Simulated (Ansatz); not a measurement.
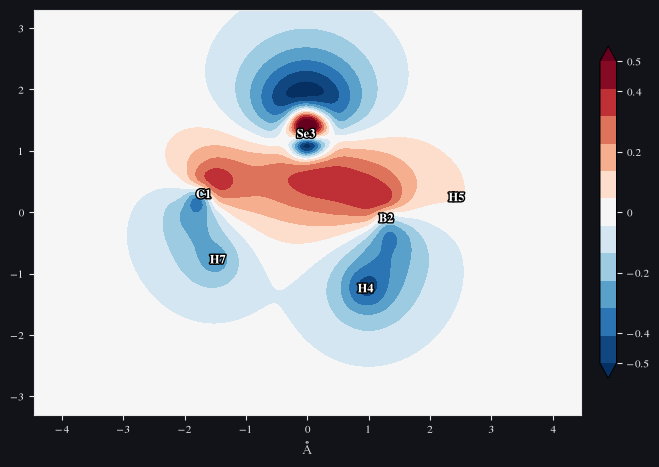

Figure. CH5BSe (SMILES B[Se]C). The HOMO−1 on the plane of atoms C1, Se3 and B2 (values in Å⁻³ᐟ²; the overall sign is arbitrary).

Geometry: PBE0-D4/def2-TZVP.

Computed with isolated molecule in a Gaussian basis; Kohn-Sham density functional theory, functional PBE0 (Ansatz 0.2.0).

```yaml
atoms:
  - { symbol: C, position_ang: [3.7980, -0.8771, -0.8372] }
  - { symbol: B, position_ang: [0.8638, -1.0398, -0.2726] }
  - { symbol: Se, position_ang: [2.0796, -1.1971, -1.7035] }
  - { symbol: H, position_ang: [1.2530, -0.7974, 0.8285] }
  - { symbol: H, position_ang: [-0.2874, -1.1952, -0.5391] }
  - { symbol: H, position_ang: [4.2681, -0.0119, -1.3005] }
  - { symbol: H, position_ang: [3.6283, -0.6938, 0.2211] }
  - { symbol: H, position_ang: [4.4276, -1.7543, -0.9732] }
```

**What is the character of this orbital?**

Its weight (Hirshfeld) is mainly on Se3 (about 60 %), B2 (about 15 %), H4 (about 10 %) and C1 (about 10 %). Its energy is −8.45 eV.
